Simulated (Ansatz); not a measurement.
# C2H5F2GaO: what the fields show

Input

```
crystal:
  periodic: [false, false, false]
  atoms:
    - {symbol: C, position_ang: [2.380169, 1.150416, 2.307116]}
    - {symbol: C, position_ang: [1.453287, 2.275513, 1.900033]}
    - {symbol: F, position_ang: [0.238800, -0.518569, 0.191905]}
    - {symbol: F, position_ang: [0.646645, 1.163510, -2.209389]}
    - {symbol: Ga, position_ang: [0.730389, 1.009618, -0.485949]}
    - {symbol: O, position_ang: [1.271699, 2.358900, 0.500208]}
    - {symbol: H, position_ang: [1.958058, 0.173279, 2.017273]}
    - {symbol: H, position_ang: [2.529875, 1.136376, 3.397651]}
    - {symbol: H, position_ang: [3.364870, 1.266337, 1.828184]}
    - {symbol: H, position_ang: [0.478972, 2.167896, 2.412204]}
    - {symbol: H, position_ang: [1.870985, 3.246766, 2.214160]}
basis:
  gaussian:
    orbitals: def2-SVPD
output: {forces: true, orbitals: {seedname: orbitals}}
hamiltonian:
  xc: pbe0
```

Launched as:

```sh
ansatz run input.yaml --threads 2 --pin off --max-ram 6090MiB --events-out events.jsonl --progress --plain --runs-dir runs
```

Geometry: PBE0-D4/def2-SVP.

All numbers below come from isolated molecule in a Gaussian basis; Kohn-Sham density functional theory, functional PBE0 in Ansatz.

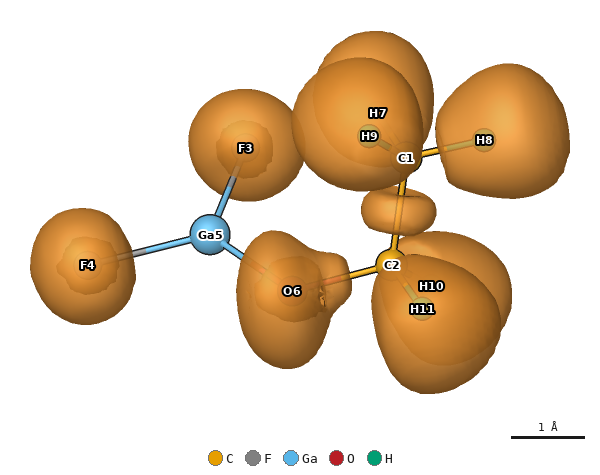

Figure 1. Isosurface of the ELF at 0.75 (orange), seen at a tilt. Core shells and regions of very low density are left out.

### Where are the electrons localised?

The surface consists of one region between bonded C–C atoms (shared pairs), five regions around hydrogen nuclei, one region on O in which the atom's valence shell and bonds are merged and two regions wrapped around F (the valence shell of each).


C–O (1.41 Å): the ELF peaks at about 0.90 between the atoms; a shared but strongly polarised pair. C–C (1.51 Å): the ELF peaks at about 0.95 between the atoms; a shared electron pair.

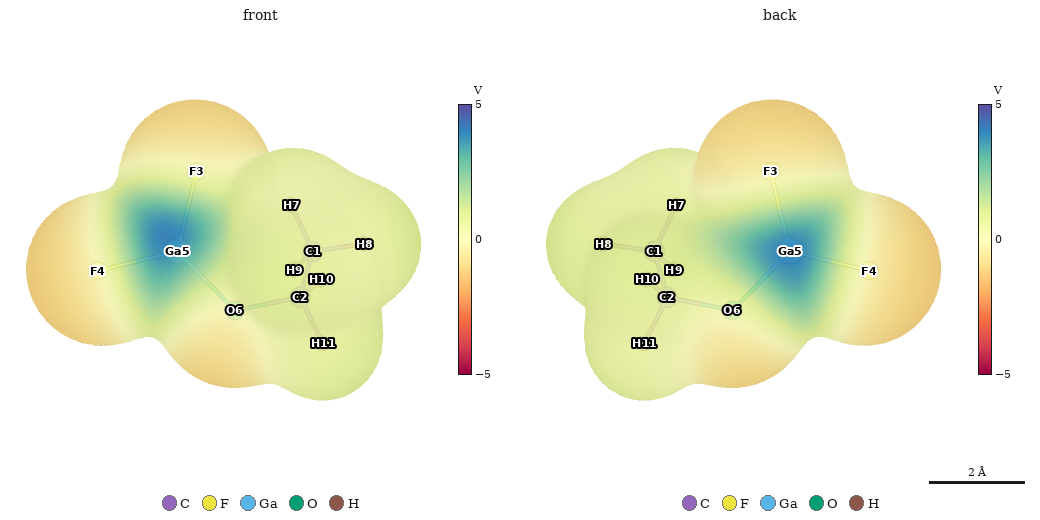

Figure 2. The molecular electrostatic potential painted on the density surface at 0.002 e/bohr³, seen from the front and from behind; the colour scale runs from red (negative) to blue (positive).

### Describe the electrostatic potential map.

The most negative region (about −1.2 V) lies over F3 and F4, the most positive (about +4.0 V) over Ga5.

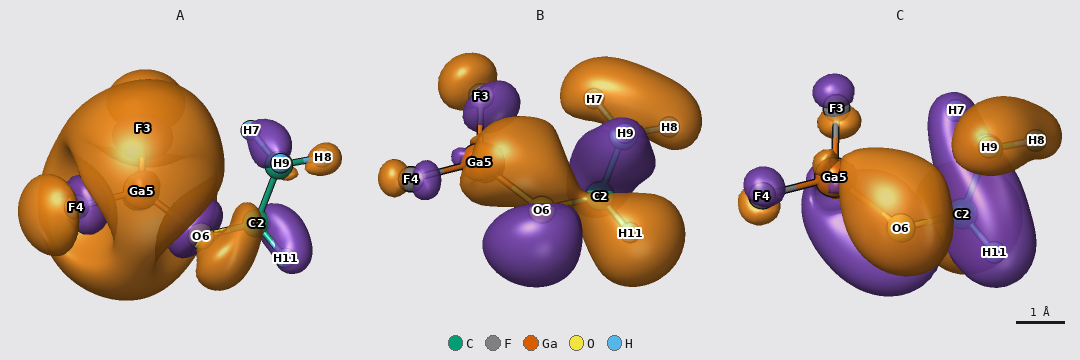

Figure 3. Three frontier orbitals at ±0.05 Å⁻³ᐟ² (orange and purple are the two phases), in no order.

### Order the three orbitals by energy and name them.

B is the HOMO−1 (−9.10 eV). It lies mainly on O6 (about 45 %), C2 (about 15 %), C1 (about 10 %), H11 (about 10 %) and Ga5 (about 5 %). C is the HOMO (−8.75 eV). Its weight (Hirshfeld) is mainly on O6 (about 55 %), C2 (about 15 %), H10 (about 10 %), Ga5 (about 5 %) and C1 (about 5 %). A is the LUMO (−1.81 eV). It lies mainly on Ga5 (about 60 %), F4 (about 10 %), F3 (about 10 %) and O6 (about 10 %).

### What is the HOMO–LUMO gap?

6.94 eV between the orbital energies.
